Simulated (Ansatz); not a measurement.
# FGe4H14N: the cost of one run

Program: Ansatz 0.2.0, Gaussian basis. Level of theory: PBE0-D4/def2-SVP. These are calculated values, not measurements.

23 further runs of the same task are left out: 1 that didn't finish, 22 set aside as unsound or not needed.

### Step 1. Starting geometry

The first end: 20 atoms, charge 0, spin multiplicity 1.

Atoms are counted from 1 here; the program's logs count them from 0.

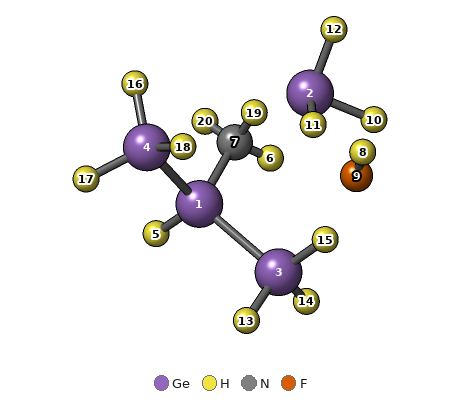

Start geometry, drawn with germanium purple, hydrogen yellow, nitrogen grey, fluorine orange; atoms are numbered from 1 in the order of the file.

Coordinates:

```xyz
20
charge 0, multiplicity 1
Ge   -0.5226    0.0234   -1.4516
Ge    0.0839    0.1713    2.2437
Ge    1.3502   -1.5105   -1.2782
Ge   -2.6192   -0.5838   -0.3870
H    -0.7174    0.5263   -2.9012
H     0.9896    1.9089   -0.6730
N    -0.0108    1.7219   -0.5978
H     2.2093    0.7740    1.1328
F     2.5820    1.1316    0.3207
H     1.6997    0.1732    2.3481
H    -0.0627   -1.3768    2.4377
H    -0.1691    0.6720    3.7017
H     0.8941   -2.7708   -2.0346
H     2.5686   -0.9055   -1.9838
H     1.6384   -1.8457    0.1841
H    -3.2394    0.6739    0.2361
H    -3.5570   -1.1000   -1.4977
H    -2.3970   -1.6801    0.6537
H    -0.1697    1.4694    0.4455
H    -0.5508    2.5274   -0.8991
```

The second end:

```mol
FGe4H14N
  3D, bonds by distance, orders not assigned

 20 16  0  0  0  0  0  0  0  0999 V2000
   -0.5716    0.1418   -1.5200 Ge  0  0
   -0.0501    0.0025    2.3779 Ge  0  0
    1.2652   -1.4378   -1.3455 Ge  0  0
   -2.6322   -0.6065   -0.4651 Ge  0  0
   -0.8332    0.4612   -3.0103 H   0  0
    1.3855    1.6323   -0.2915 H   0  0
   -0.0318    1.8096   -0.7897 N   0  0
    1.8264    0.4716    1.8679 H   0  0
    2.2734    1.3810    0.0911 F   0  0
    1.9266    0.1297    2.5738 H   0  0
    0.3782   -1.4671    2.7788 H   0  0
    0.1510    0.5762    3.8408 H   0  0
    0.7969   -2.7348   -2.0342 H   0  0
    2.5091   -0.9065   -2.0674 H   0  0
    1.5853   -1.7533    0.1202 H   0  0
   -3.2619    0.5580    0.3185 H   0  0
   -3.6332   -1.0779   -1.5367 H   0  0
   -2.3590   -1.7718    0.4975 H   0  0
   -0.5661    2.0253    0.0450 H   0  0
   -0.1584    2.5664   -1.4510 H   0  0
  1  3  8  0
  1  4  8  0
  1  5  8  0
  1  7  8  0
  2 11  8  0
  2 12  8  0
  3 13  8  0
  3 14  8  0
  3 15  8  0
  4 16  8  0
  4 17  8  0
  4 18  8  0
  6  9  8  0
  7 19  8  0
  7 20  8  0
  8 10  8  0
M  END
```

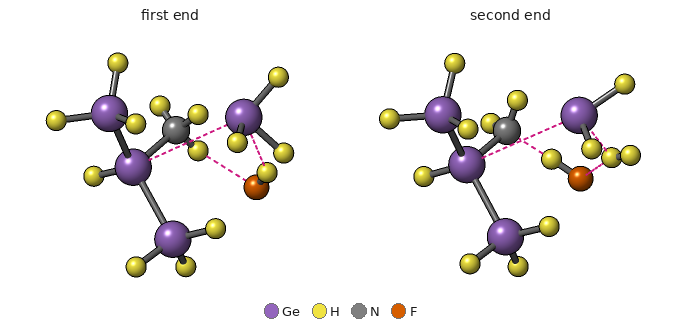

The two ends; dashed lines mark the contacts followed along the path.

### Step 2. The band at PBE0-D4/def2-SVP

The input, neb/in.yaml:

```yaml
crystal:
  periodic: [false, false, false]
  atoms:
    - {symbol: Ge, position_ang: [-0.522583, 0.023352, -1.451627]}
    - {symbol: Ge, position_ang: [0.083900, 0.171321, 2.243709]}
    - {symbol: Ge, position_ang: [1.350243, -1.510516, -1.278164]}
    - {symbol: Ge, position_ang: [-2.619170, -0.583799, -0.386981]}
    - {symbol: H, position_ang: [-0.717358, 0.526316, -2.901238]}
    - {symbol: H, position_ang: [0.989595, 1.908947, -0.673033]}
    - {symbol: N, position_ang: [-0.010828, 1.721865, -0.597771]}
    - {symbol: H, position_ang: [2.209287, 0.774031, 1.132819]}
    - {symbol: F, position_ang: [2.581952, 1.131607, 0.320675]}
    - {symbol: H, position_ang: [1.699675, 0.173198, 2.348073]}
    - {symbol: H, position_ang: [-0.062693, -1.376822, 2.437690]}
    - {symbol: H, position_ang: [-0.169071, 0.672025, 3.701692]}
    - {symbol: H, position_ang: [0.894066, -2.770795, -2.034608]}
    - {symbol: H, position_ang: [2.568615, -0.905533, -1.983799]}
    - {symbol: H, position_ang: [1.638420, -1.845710, 0.184057]}
    - {symbol: H, position_ang: [-3.239366, 0.673853, 0.236148]}
    - {symbol: H, position_ang: [-3.556994, -1.099965, -1.497744]}
    - {symbol: H, position_ang: [-2.396994, -1.680132, 0.653673]}
    - {symbol: H, position_ang: [-0.169748, 1.469383, 0.445483]}
    - {symbol: H, position_ang: [-0.550846, 2.527373, -0.899053]}
basis:
  gaussian: {orbitals: def2-SVP}
hamiltonian: {xc: pbe0, dispersion: d4}
neb:
  images: 5
  climbing: true
  max_iterations: 40
  initial_path: idpp
  final_atoms:
    - {symbol: Ge, position_ang: [-0.571559, 0.141784, -1.520021]}
    - {symbol: Ge, position_ang: [-0.050075, 0.002510, 2.377941]}
    - {symbol: Ge, position_ang: [1.265236, -1.437753, -1.345491]}
    - {symbol: Ge, position_ang: [-2.632232, -0.606502, -0.465125]}
    - {symbol: H, position_ang: [-0.833202, 0.461156, -3.010270]}
    - {symbol: H, position_ang: [1.385528, 1.632323, -0.291527]}
    - {symbol: N, position_ang: [-0.031795, 1.809634, -0.789733]}
    - {symbol: H, position_ang: [1.826374, 0.471608, 1.867909]}
    - {symbol: F, position_ang: [2.273431, 1.381044, 0.091058]}
    - {symbol: H, position_ang: [1.926589, 0.129706, 2.573827]}
    - {symbol: H, position_ang: [0.378160, -1.467067, 2.778803]}
    - {symbol: H, position_ang: [0.151040, 0.576214, 3.840821]}
    - {symbol: H, position_ang: [0.796864, -2.734758, -2.034185]}
    - {symbol: H, position_ang: [2.509091, -0.906513, -2.067378]}
    - {symbol: H, position_ang: [1.585273, -1.753335, 0.120221]}
    - {symbol: H, position_ang: [-3.261880, 0.557972, 0.318456]}
    - {symbol: H, position_ang: [-3.633237, -1.077919, -1.536721]}
    - {symbol: H, position_ang: [-2.358984, -1.771846, 0.497458]}
    - {symbol: H, position_ang: [-0.566141, 2.025298, 0.044952]}
    - {symbol: H, position_ang: [-0.158381, 2.566444, -1.450993]}
```

On the command line:

```bash
$ ansatz run in.yaml --threads 11 --pin off --events-out ev --progress --plain --max-ram 120832MiB --backend cuda --devices 0, --max-vram 75GiB
```

**Question.** How long does this run take on 1 × NVIDIA H100 with 11 threads of AMD EPYC 7R13, shared host?

About 78 s.
